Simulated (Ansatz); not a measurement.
# Redistribution: SiH(CH3)(OH)2 + CH6O3Si → SiH(OH)3 + C2H8O2Si

Species: SiH(CH3)(OH)2, singlet; CH6O3Si `CO[SiH](O)O`, singlet; SiH(OH)3, singlet; C2H8O2Si `CO[SiH](C)O`, singlet. The partners trade CH3 for OH; both sit on Si, so the bond types are kept.

Shapes, held fixed at every level: PBE0-D4/def2-TZVP. Flexible molecules stand in one conformer, not always the lowest. Programs: Ansatz 0.2.0. Electronic energies: no zero-point or thermal term.

| level | kind | ΔE (kJ/mol) | less CCSD(T)/CBS estimate |
| --- | --- | --- | --- |
| PBE-D4/def2-TZVPP | GGA | +3.1 | +0.2 |
| r2SCAN-D4/def2-TZVPP | meta-GGA | +2.4 | -0.5 |
| B3LYP-D4/def2-TZVPP | global hybrid | +3.0 | +0.1 |
| PBE0-D4/def2-TZVPP | global hybrid | +2.6 | -0.3 |
| wB97M-V/def2-TZVPP | range-separated hybrid | +3.2 | +0.3 |
| B2PLYP/def2-TZVPP | double hybrid | +3.4 | +0.5 |
| MP2/def2-TZVPP | perturbation theory | +3.1 | +0.2 |
| CCSD(T)/CBS estimate | coupled cluster or CI | +2.9 | 0.0 |

The highest level, CCSD(T)/CBS estimate, gives ΔE = +2.9 kJ/mol; the levels span +2.4 to +3.4. That is about zero within the method's error. The column of differences is taken from that level and isn't an error. No measured value is set beside it here. The CBS estimate extrapolates MP2 from def2-TZVPP and def2-QZVPP and adds CCSD(T) − MP2 in the triple-zeta set, cores frozen.

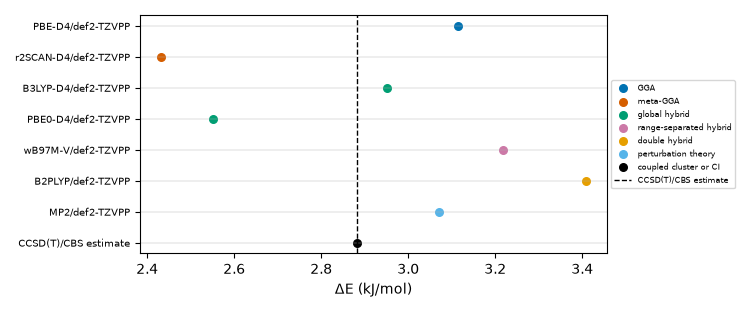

The values of the table, level by level.
